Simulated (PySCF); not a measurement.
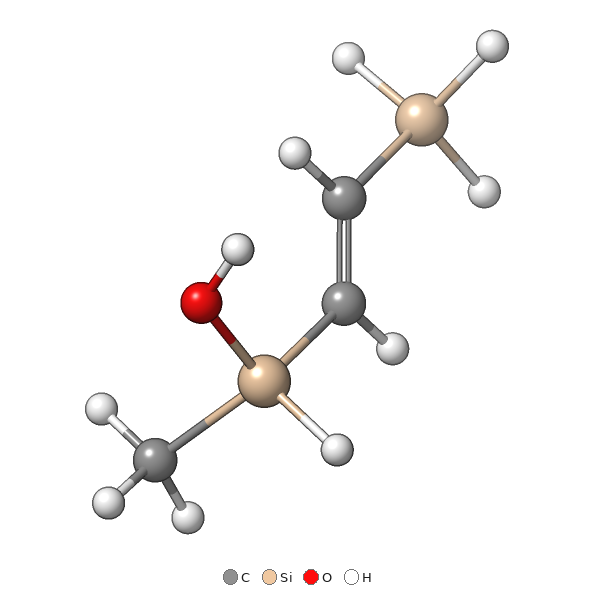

Ball-and-stick drawing of a structure.

The computed structure is the end point of a GFN2-xTB optimisation. No frequency run is at hand to confirm it as a minimum.

Identify the structure.

Formula C₃H₁₀OSi₂. SMILES: `C[Si@H](O)/C=C/[SiH3]`. It has no ring. Among its groups: alkene, Si–H bond, Si–O bond. The point group is C1. Coordination: 1 C tetrahedral; 2 Si tetrahedral; 1 O bent; 2 C trigonal planar.

The parts below concern this one geometry. Atoms keep their numbers from picture to picture.

**Shape**

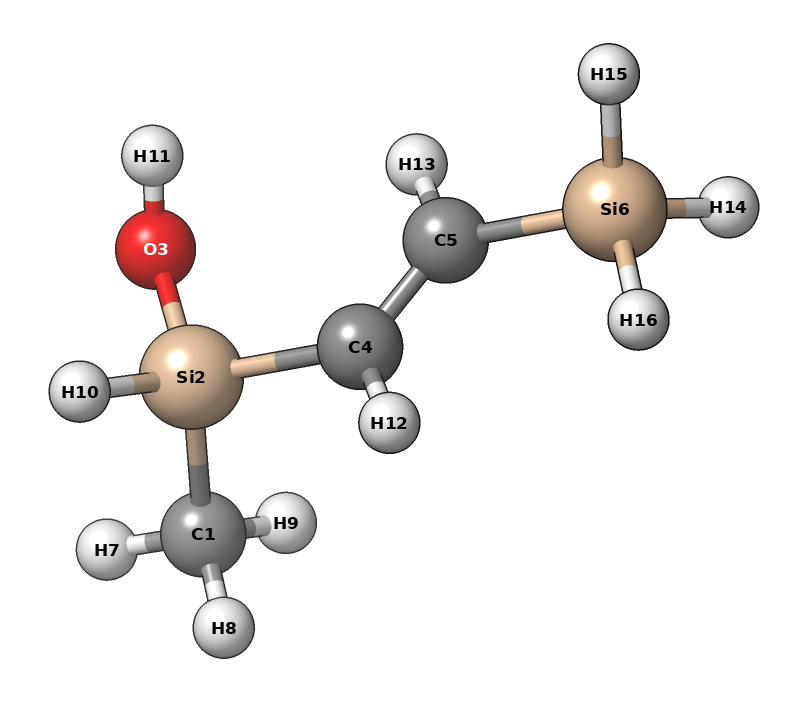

No frequency run is at hand to confirm it as a minimum.

Give these bond angles: C1–Si2–O3, C1–Si2–C4, C1–Si2–H10, Si2–C1–H8, Si2–C1–H9, Si2–O3–H11, Si2–C4–C5, O3–Si2–C4, C4–C5–Si6, C4–C5–H13, C5–Si6–H14, C5–Si6–H15.

```
     angle  degrees
 C1–Si2–O3    104.1
 C1–Si2–C4    111.2
C1–Si2–H10    111.8
 Si2–C1–H8    111.0
 Si2–C1–H9    111.5
Si2–O3–H11    121.3
 Si2–C4–C5    125.3
 O3–Si2–C4    111.6
 C4–C5–Si6    125.9
 C4–C5–H13    117.7
C5–Si6–H14    109.4
C5–Si6–H15    108.9
```

**Electronic properties**

No frequency run is at hand to confirm it as a minimum. Level of theory: PBE0/def2-SVPD, gas phase (PySCF 2.14.0). Excitations: vertical, linear response.

What does the calculation give?

- dipole moment: 0.58 D
- HOMO energy (Kohn–Sham orbital): −7.91 eV
- LUMO energy (Kohn–Sham orbital): −0.80 eV
- HOMO–LUMO gap: 7.10 eV
- mean static polarisability: 96.6 bohr³
- lowest vertical singlet excitation: 5.65 eV
- its oscillator strength: 0.001
- brightest of the 6 lowest singlets: 6.52 eV
- its oscillator strength: 0.50

**NMR shielding**

The questions are on isotropic NMR shieldings of the H atoms. No frequency run is at hand to confirm it as a minimum. Level of theory: GIAO PBE0/pcSseg-1 NMR shielding, non-relativistic, gas phase (PySCF 2.14.0).

Give the isotropic NMR shieldings of the H atoms atom by atom.

```csv
atom,σ (ppm)
H7,31.18
H8,31.84
H9,31.38
H10,26.44
H11,30.51
H12,24.59
H13,24.90
H14,27.40
H15,27.41
H16,27.69
```

**Quadrupole coupling**

No frequency run is at hand to confirm it as a minimum. Electric field gradients from the ground-state density, PBE0/pcSseg-1 (PySCF 2.14.0), non-relativistic apart from any core potentials.

Give the largest field-gradient component, the quadrupole coupling constant and the asymmetry for 17O at O3 (Q = −25.6 mb).

```
atom  V_zz (a.u.)  e²qQ/h (MHz)     η
  O3        1.512         −9.10  0.49
```

**Charges**

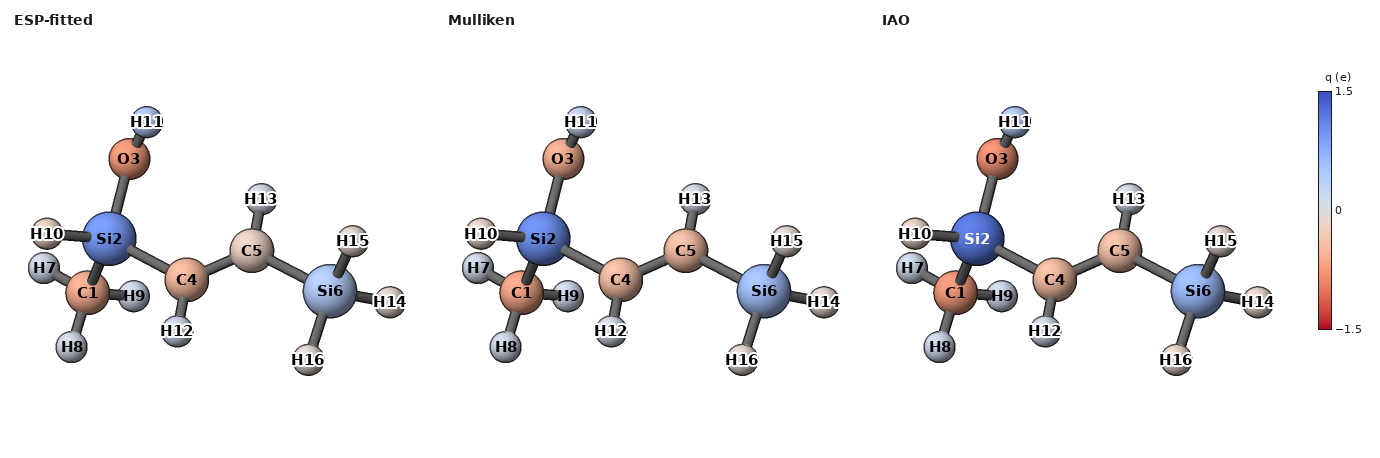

Atomic charges of one calculation by 3 schemes, on one colour scale. No frequency run is at hand to confirm it as a minimum. Computed with PBE0/pcSseg-1 (PySCF 2.14.0).

Which scheme gives the most polar picture (largest mean size of the charges)?

Answer. The IAO charges are the largest in size here, and the Mulliken charges the smallest.

On which atom do the schemes disagree most?

Answer. On Si2 (from 0.91 to 1.15 e); O3 (from −0.79 to −0.56 e).

List the charges (e), one line for each set of equivalent atoms.

```csv
atom,ESP-fitted,Mulliken,IAO
C1,−0.57,−0.63,−0.73
Si2,0.91,1.00,1.15
O3,−0.73,−0.56,−0.79
C4,−0.47,−0.42,−0.43
C5,−0.20,−0.42,−0.40
Si6,0.41,0.55,0.61
H7,0.14,0.14,0.16
H8,0.11,0.13,0.15
H9,0.15,0.14,0.16
H10,−0.21,−0.14,−0.17
H11,0.42,0.24,0.36
H12,0.18,0.12,0.14
H13,0.13,0.11,0.14
H14,−0.10,−0.09,−0.12
H15,−0.11,−0.09,−0.12
H16,−0.09,−0.10,−0.12
```

Mulliken values depend strongly on the basis set and can even reverse the polarity of a bond. The geometry is semi-empirical. Around Si such bond lengths and angles can be off by a tenth of an ångström or more and by several degrees, and values that hang on the shape move with them.
